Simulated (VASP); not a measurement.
**Gap of TiO2 (Anatase), level by level**

How far up the ladder of functionals must one climb to get the gap of TiO2 (Anatase) right? The levels: LDA, PBEsol, PBE, r2SCAN, TB-mBJ, TPSS, HSE06, r2SCAN0 and HSEsol. The start is a cell from a database of measured crystal structures.

Calculated with VASP 6.6.1; LDA; plane waves and PAW (Ti_sv, O), in the first sound run; inputs show where later runs differ.

Experimental background.

“Part I: determination of a structure/property transformation mechanism responsible for changes in the point of zero change of anatase titania with decreasing particle size” (2024, pmc:11477903) reports for TiO2, anatase, by UV-VIS-NIR reflection spectroscopy (commercial powder, mean particle diameter 143 nm, hand pressed, 300 K): band gap (indirect optical gap from reflection cut-off wavelength, 143 nm …) 3.261 eV [Gap from reflection cut-off wavelength, not a Tauc fit; hand-pressed powder; same powder …].

## Step 1: Set-up

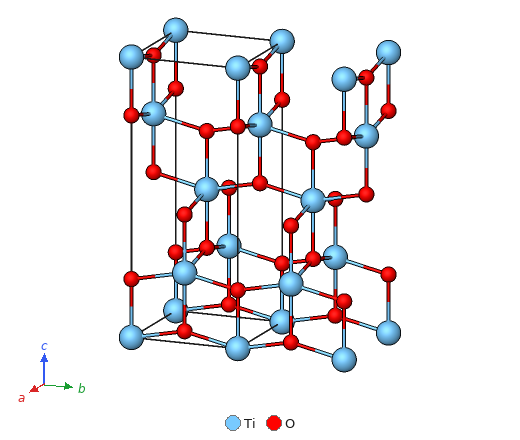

The starting structure, seen slightly off an axis (titanium blue, oxygen red). 1×2×1 cells are drawn. This picture shows the conventional cell, with its axes. Some periodic images of atoms are drawn too.

## Step 2: Bands with LDA

Levels along the symmetry lines show where the bands peak and cross; KPOINTS_OPT computes them in the converged potential. LDA, the lowest rung, knows the local density alone.

Input file INCAR:

```
SYSTEM = TiO2
PREC = Accurate
ENCUT = 520
EDIFF = 1E-06
NELM = 100
ISMEAR = 0
SIGMA = 0.02
LREAL = .FALSE.
ALGO = Normal
GGA = CA
NBANDS = 40
LASPH = .TRUE.
LORBIT = 11
LWAVE = .FALSE.
LCHARG = .FALSE.
KPAR = 8
```

Input file POSCAR:

```
TiO2
1.0
   -1.8921000000      1.8921000000      4.7573000000
    1.8921000000     -1.8921000000      4.7573000000
    1.8921000000      1.8921000000     -4.7573000000
Ti O
2 4
Direct
    0.0000000000      0.0000000000      0.0000000000
    0.7500000000      0.2500000000      0.5000000000
    0.2081000000      0.2081000000      0.0000000000
    0.9581000000      0.4581000000      0.5000000000
    0.5419000000      0.0419000000      0.5000000000
    0.7919000000      0.7919000000      0.0000000000
```

Input file KPOINTS:

```
Automatic mesh
0
Gamma
5 5 5
0 0 0
```

Input file KPOINTS_OPT:

```
Line mode
16
Line-mode
Reciprocal
  0.00000000   0.00000000   0.00000000 GAMMA
  0.00000000   0.00000000   0.50000000 X

  0.00000000   0.00000000   0.50000000 X
 -0.07909283   0.07909283   0.50000000 Y

 -0.07909283   0.07909283   0.50000000 Y
 -0.28954641   0.28954641   0.28954641 S

 -0.28954641   0.28954641   0.28954641 S
  0.00000000   0.00000000   0.00000000 GAMMA

  0.00000000   0.00000000   0.00000000 GAMMA
  0.50000000   0.50000000  -0.50000000 Z

  0.50000000   0.50000000  -0.50000000 Z
  0.28954641   0.71045359  -0.28954641 S1

  0.28954641   0.71045359  -0.28954641 S1
  0.00000000   0.50000000   0.00000000 N

  0.00000000   0.50000000   0.00000000 N
  0.25000000   0.25000000   0.25000000 P

  0.25000000   0.25000000   0.25000000 P
  0.50000000   0.50000000  -0.07909283 Y1

  0.50000000   0.50000000  -0.07909283 Y1
  0.50000000   0.50000000  -0.50000000 Z

  0.00000000   0.00000000   0.50000000 X
  0.25000000   0.25000000   0.25000000 P
```

PAW data sets: Ti_sv and O (PBE family, release 64).

Run with:

```bash
$ mpirun -np 8 vasp_std
```

What it wrote:

```text
[banner, memory and clock lines left out]
running    8 mpi-ranks, on    1 nodes
 distrk:  each k-point on    1 cores,    8 groups
 distr:  one band on    1 cores,    1 groups

 POSCAR found type information on POSCAR TiO
 POSCAR found :  2 types and       6 ions
|                                                                             |
|           W    W    AA    RRRRR   N    N  II  N    N   GGGG   !!!           |
|           W    W   A  A   R    R  NN   N  II  NN   N  G    G  !!!           |
|           W    W  A    A  R    R  N N  N  II  N N  N  G       !!!           |
|           W WW W  AAAAAA  RRRRR   N  N N  II  N  N N  G  GGG   !            |
|           WW  WW  A    A  R   R   N   NN  II  N   NN  G    G                |
|           W    W  A    A  R    R  N    N  II  N    N   GGGG   !!!           |
|                                                                             |
|     For optimal performance we recommend to set                             |
|       NCORE = 2 up to number-of-cores-per-socket                            |
|     NCORE specifies how many cores store one orbital (NPAR=cpu/NCORE).      |
|     This setting can greatly improve the performance of VASP for DFT.       |
|     The default, NCORE=1 might be grossly inefficient on modern             |
|     multi-core architectures or massively parallel machines. Do your        |
|     Unfortunately you need to use the default for GW and RPA                |
|     calculations (for HF NCORE is supported but not extensively tested      |
|     yet).                                                                   |
|                                                                             |

|                                                                             |
|               ----> ADVICE to this user running VASP <----                  |
|                                                                             |
|     You enforced a specific xc type in the INCAR file but a different       |
|     [... a line on the potential file left out ...]
|     I HOPE YOU KNOW WHAT YOU ARE DOING!                                     |
|                                                                             |

 LDA part: xc-table for (Slater(with rela. corr.)+CA(PZ))
 , standard interpolation
 POSCAR, INCAR and KPOINTS ok, starting setup
 FFT: planning ... GRIDC
 FFT: planning ... GRID_SOFT
 FFT: planning ... GRID
 WAVECAR not read
 entering main loop
       N       E                     dE             d eps       ncg     rms          rms(c)
DAV:   1     0.624572236882E+03    0.62457E+03   -0.22824E+04  1448   0.139E+03
DAV:   2     0.111217829192E+02   -0.61345E+03   -0.55459E+03  1504   0.434E+02
DAV:   3    -0.705538905353E+02   -0.81676E+02   -0.79897E+02  1864   0.158E+02
DAV:   4    -0.752221719493E+02   -0.46683E+01   -0.46464E+01  2144   0.334E+01
DAV:   5    -0.753685553409E+02   -0.14638E+00   -0.14638E+00  1808   0.469E+00    0.323E+01
DAV:   6    -0.599389671799E+02    0.15430E+02   -0.38413E+01  1864   0.726E+01    0.118E+01
DAV:   7    -0.592918010778E+02    0.64717E+00   -0.74968E+00  1720   0.267E+01    0.103E+01
DAV:   8    -0.590955488482E+02    0.19625E+00   -0.47270E-01  1736   0.541E+00    0.685E+00
DAV:   9    -0.590984337544E+02   -0.28849E-02   -0.47540E-01  2184   0.944E+00    0.333E+00
DAV:  10    -0.589987103464E+02    0.99723E-01   -0.17027E-01  1840   0.417E+00    0.189E+00
DAV:  11    -0.589697568194E+02    0.28954E-01   -0.44854E-02  1984   0.284E+00    0.447E-01
DAV:  12    -0.589690696816E+02    0.68714E-03   -0.62187E-03  1592   0.643E-01    0.313E-01
DAV:  13    -0.589687800714E+02    0.28961E-03   -0.61257E-04  1896   0.145E-01    0.110E-01
DAV:  14    -0.589686444142E+02    0.13566E-03   -0.46999E-04  1832   0.102E-01    0.440E-02
DAV:  15    -0.589686408868E+02    0.35274E-05   -0.28630E-05  1824   0.289E-02    0.318E-02
DAV:  16    -0.589686311691E+02    0.97177E-05   -0.10573E-05  1928   0.468E-02    0.807E-03
DAV:  17    -0.589686311452E+02    0.23892E-07   -0.24092E-06  1648   0.806E-03
   1 F= -.58968631E+02 E0= -.58968631E+02  d E =-.171767E-32
 Start KPOINTS_OPT (optional k-point list driver)
k-point batch [1-18\176]
       N       E                     dE             ncg
DAV:   1    -0.620730217615E+02   -0.19495E+05     1440
DAV:   2    -0.103801650580E+05   -0.10318E+05     1520
DAV:   3    -0.116804511320E+05   -0.13003E+04     1864
DAV:   4    -0.117735899630E+05   -0.93139E+02     2168
DAV:   5    -0.117768061270E+05   -0.32162E+01     1704
DAV:   6    -0.117769038989E+05   -0.97772E-01     1960
DAV:   7    -0.117769050386E+05   -0.11396E-02     1704
DAV:   8    -0.117769050763E+05   -0.37695E-04     1784
DAV:   9    -0.117769050765E+05   -0.20930E-06     1064
[...]
k-point batch [163-176\176]
       N       E                     dE             ncg
DAV:   1     0.514122455676E+04   -0.26142E+05     1120
DAV:   2    -0.288561230953E+04   -0.80268E+04     1152
DAV:   3    -0.392278839234E+04   -0.10372E+04     1520
DAV:   4    -0.399288701081E+04   -0.70099E+02     1608
DAV:   5    -0.399496019836E+04   -0.20732E+01     1368
DAV:   6    -0.399498696418E+04   -0.26766E-01     1592
DAV:   7    -0.399498728863E+04   -0.32444E-03     1392
DAV:   8    -0.399498729274E+04   -0.41154E-05     1120
DAV:   9    -0.399498729285E+04   -0.10751E-06      824
```

Elapsed: 69 s, on 8 MPI ranks of Intel Xeon Platinum 8559C (Emerald Rapids), shared host; peak memory 2.2 GiB.

The logs omit lines about the potential files and the build; timing stands in the text.

OUTCAR, selected parts (step 2):

```text
ion  position               nearest neighbor table
   1  0.000  0.000  0.000-   5 1.93   4 1.93   5 1.93   4 1.93   3 1.98   6 1.98
   2  0.750  0.250  0.500-   6 1.93   3 1.93   6 1.93   3 1.93   4 1.98   5 1.98
   3  0.208  0.208  0.000-   2 1.93   2 1.93   1 1.98
   4  0.958  0.458  0.500-   1 1.93   1 1.93   2 1.98
   5  0.542  0.042  0.500-   1 1.93   1 1.93   2 1.98
   6  0.792  0.792  0.000-   2 1.93   2 1.93   1 1.98

  LATTYP: Found a body centered tetragonal cell.
 ALAT       =     3.7842000000
 C/A-ratio  =     2.5142962846

 Subroutine GETGRP returns: Found 16 space group operations
 (whereof  8 operations were pure point group operations)

The static configuration has the point symmetry D_2d.
 The point group associated with its full space group is D_4h.

 Found     18 irreducible k-points:

   k-points           NKPTS =     18   k-points in BZ     NKDIM =     18   number of bands    NBANDS=     40

   dimension x,y,z NGX =    42 NGY =   42 NGZ =   42
   dimension x,y,z NGXF=    84 NGYF=   84 NGZF=   84

   ENCUT  =  520.0 eV  38.22 Ry    6.18 a.u.  10.15 10.15 10.15*2*pi/ulx,y,z

   NELECT =      48.0000    total number of electrons

 k-points in reciprocal lattice and weights: Automatic mesh
   0.00000000  0.00000000  0.00000000       0.008
   0.20000000 -0.00000000  0.00000000       0.064
   0.40000000  0.00000000  0.00000000       0.064
   0.20000000  0.20000000  0.00000000       0.064
   0.40000000  0.20000000  0.00000000       0.128
  -0.40000000  0.20000000 -0.00000000       0.128
  -0.20000000  0.20000000  0.00000000       0.032
   0.40000000  0.40000000  0.00000000       0.064
  -0.40000000  0.40000000  0.00000000       0.032
[...]
-0.40000000  0.40000000  0.40000000       0.032
  -0.40000000 -0.40000000  0.40000000       0.016

 average (electrostatic) potential at core
       1 -76.7962       2 -76.7962       3 -70.2577       4 -70.2577       5 -70.2577
       6 -70.2577

 E-fermi :   3.1859

 k-point     1 :       0.0000    0.0000    0.0000
  band No.  band energies     occupation
    ...
     20       2.2559      2.00000
     21       2.2559      2.00000
     22       2.2579      2.00000
     23       2.5496      2.00000
     24       2.5496      2.00000
     25       5.0192      0.00000
     26       5.7872      0.00000
     27       6.9356      0.00000
     28       6.9356      0.00000
     29       6.9751      0.00000
    ...

 k-point     2 :       0.2000   -0.0000    0.0000
  band No.  band energies     occupation
    ...
     20       1.5312      2.00000
     21       1.8535      2.00000
     22       2.2415      2.00000
     23       2.2645      2.00000
     24       2.5438      2.00000
     25       5.7615      0.00000
     26       5.9751      0.00000
     27       6.3330      0.00000
     28       6.5976      0.00000
     29       6.8501      0.00000
    ...

 k-point     3 :       0.4000    0.0000    0.0000
  band No.  band energies     occupation
    ...
     20       1.0792      2.00000
     21       1.1347      2.00000
     22       2.0842      2.00000
     23       2.1908      2.00000
     24       2.4065      2.00000
     25       6.1064      0.00000
     26       6.4475      0.00000
     27       6.5274      0.00000
     28       6.5960      0.00000
     29       7.0736      0.00000
    ...

  Total       -2.4786538     -2.4786538     -2.0887064      0.0000000      0.0000000      0.0000000
  in kB      -58.2931802    -58.2931802    -49.1223651      0.0000000      0.0000000      0.0000000
  external PRESSURE =     -55.2362418 kB  Pullay stress =       0.0000000 kB

  energy-cutoff  :      520.00
  volume of cell :       68.13
      direct lattice vectors                 reciprocal lattice vectors
    -1.892100000  1.892100000  4.757300000     0.000000000  0.264256646  0.105101633
     1.892100000 -1.892100000  4.757300000     0.264256646  0.000000000  0.105101633
     1.892100000  1.892100000 -4.757300000     0.264256646  0.264256646  0.000000000

 POSITION                                       TOTAL-FORCE (eV/Angst)
 -----------------------------------------------------------------------------------
      0.00000      0.00000      0.00000        -0.000000     -0.000000      0.000000
      0.00000      1.89210      2.37865        -0.000000     -0.000000     -0.000000
      0.00000      0.00000      1.97999         0.000000     -0.000000     -0.091513
      0.00000      1.89210      4.35864        -0.000000      0.000000     -0.091513
      0.00000      1.89210      0.39866        -0.000000      0.000000      0.091513
      0.00000      0.00000      7.53461         0.000000     -0.000000      0.091513
 -----------------------------------------------------------------------------------
    total drift:                                0.000000      0.000000      0.000000

  FREE ENERGIE OF THE ION-ELECTRON SYSTEM (eV)
  ---------------------------------------------------
  free  energy   TOTEN  =       -58.9686311452 eV

  energy  without entropy=      -58.9686311452  energy(sigma->0) =      -58.96863115

 total charge
# of ion       s       p       d       tot
------------------------------------------
    1        2.229   6.309   1.783  10.321
    2        2.229   6.309   1.783  10.321
    3        1.559   3.478   0.000   5.037
    4        1.559   3.478   0.000   5.037
    5        1.559   3.478   0.000   5.037
    6        1.559   3.478   0.000   5.037
--------------------------------------------------
tot         10.694  26.528   3.566  40.788

[... 3 further parts left out ...]
```

The PAW data sets were made with PBE, though LDA sets exist; this is a small mismatch. At this level the cell is under a tension of 5.5 GPa, so at these settings it is away from equilibrium.

Numbers from this step:

| Item | Value |
| --- | --- |
| SCF cycles | 17 |
| electrons | 48 |
| bands | 40 |
| irreducible k-points | 18 |
| symmetry operations | 16 |
| free energy (TOTEN) | -58.9686 eV |
| Fermi energy | 3.186 eV |
| pressure | -5.524 GPa |
| metallic | no |
| least gap on mesh and path | 1.980 eV |
| least direct gap on mesh and path | 2.334 eV |
| valence top at k | 0, 0, 0.4333 |
| conduction bottom at k | 0, 0, 0 |
| least direct gap at k | 0.2667, 0.2667, -0.2667 |

The electronic bands at the labelled points (eV, zero at the valence-band top; v1 is the highest filled band, c1 the lowest empty one):

```csv
point,v4,v3,v2,v1,c1,c2,c3,c4
Γ,-0.78,-0.78,-0.49,-0.49,1.98,2.75,3.90,3.90
X,-2.12,-2.12,-0.05,-0.05,3.25,3.25,3.75,3.75
Y,-1.96,-1.96,-0.09,-0.09,3.22,3.22,3.69,3.69
S,-1.22,-0.95,-0.94,-0.84,3.11,3.38,3.49,3.55
Γ,-0.78,-0.78,-0.49,-0.49,1.98,2.75,3.90,3.90
Z,-1.29,-1.29,-0.13,-0.13,2.35,2.35,3.68,3.68
S1,-1.22,-0.95,-0.94,-0.84,3.11,3.38,3.49,3.55
N,-2.01,-0.99,-0.86,-0.65,3.13,3.46,3.49,3.59
P,-1.63,-1.63,-0.26,-0.26,3.50,3.50,3.53,3.53
Y1,-1.96,-1.96,-0.09,-0.09,3.22,3.22,3.69,3.69
Z,-1.29,-1.29,-0.13,-0.13,2.35,2.35,3.68,3.68
jump to X,-2.12,-2.12,-0.05,-0.05,3.25,3.25,3.75,3.75
P,-1.63,-1.63,-0.26,-0.26,3.50,3.50,3.53,3.53
```

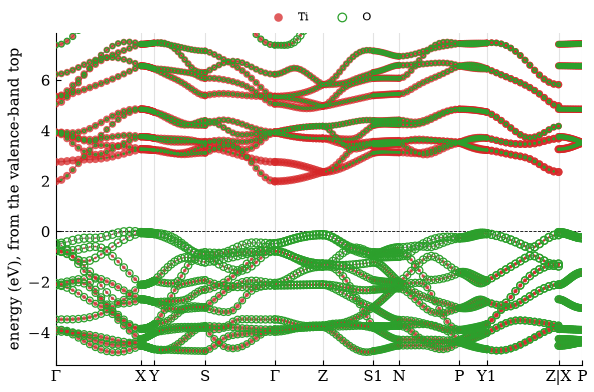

Electronic bands along the path; dots are coloured as in the legend, and their area grows with the weight.

Force by atom:

```csv
atom,x (eV/Å),y (eV/Å),z (eV/Å),size
Ti1,0.0000,0.0000,0.0000,0.0000
Ti2,0.0000,0.0000,0.0000,0.0000
O3,0.0000,0.0000,-0.0915,0.0915
O4,0.0000,0.0000,-0.0915,0.0915
O5,0.0000,0.0000,0.0915,0.0915
O6,0.0000,0.0000,0.0915,0.0915
```

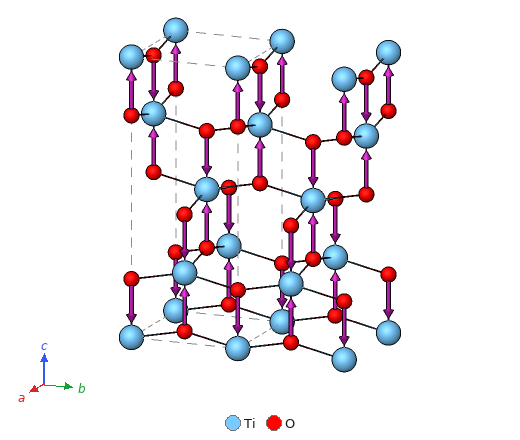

Force as arrows, the longest 0.0915 eV/Å. 1×2×1 conventional cells are drawn. Some periodic images of atoms are drawn too.

The gap is 1.98 eV, indirect. The gap lies -1.28 eV from the measured 3.26 eV.

[end of part 1 of 4]

[Lines on the potential files, build, host, timing and source positions are cut from VASP's logs without a mark.]

[Logs are printed without paths, hosts, clocks, repeated set-up lines and the standing remarks that a program may print on its own settings, such as how far it seeks lower states.]

[Hosts, paths, dates, database ids (printed as entryN), source tags and the programs' standing remarks are cut or masked in the printed files.]

[Measured values are set beside computed ones only where the two were judged alike; some that the calculation misses by far are left out.]
